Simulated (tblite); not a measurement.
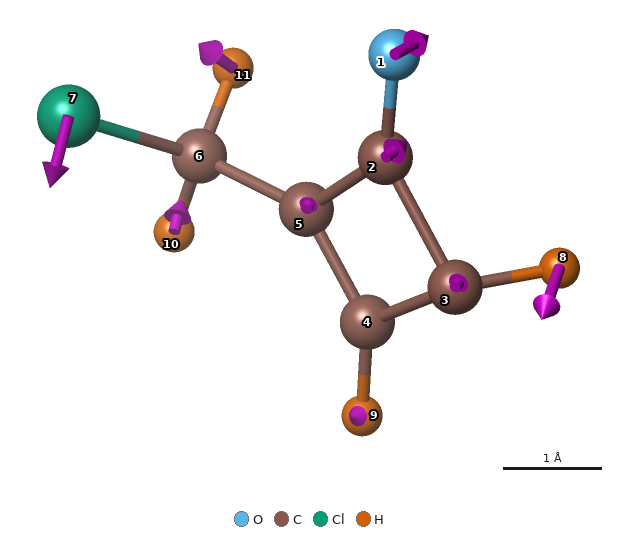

A relaxation of C$_{5}$H$_{4}$ClO (multiplicity 2). The starting structure is drawn; purple arrows show the displacements, at their true length. The two geometries are superimposed by the best rigid fit.

Style: ball-and-stick. Shown at a tilt.

These are results of GFN2-xTB geometry optimisation, gas phase in tblite 0.8.0, not measurements. 

> What did the optimiser do to the structure, and how much energy did it gain?

After 82 geometry steps the energy has fallen by 1.037 eV. H8 moves most after the best rigid fit: 0.87 Å. By element the largest moves are H 0.87 Å, Cl 0.77 Å, O 0.60 Å, C 0.38 Å. Among the contacts that change: C4–C5 1.311 → 1.414 Å, C3–C4 1.483 → 1.387 Å, C6–Cl7 1.780 → 1.841 Å, C3–H8 1.121 → 1.070 Å. Bond angles that change, for instance: C2–C3–H8 106.9° → 135.1°, C4–C3–H8 114.9° → 135.3°, Cl7–C6–H10 113.6° → 104.6°. Groups turn about C5–C6 by about 35°.
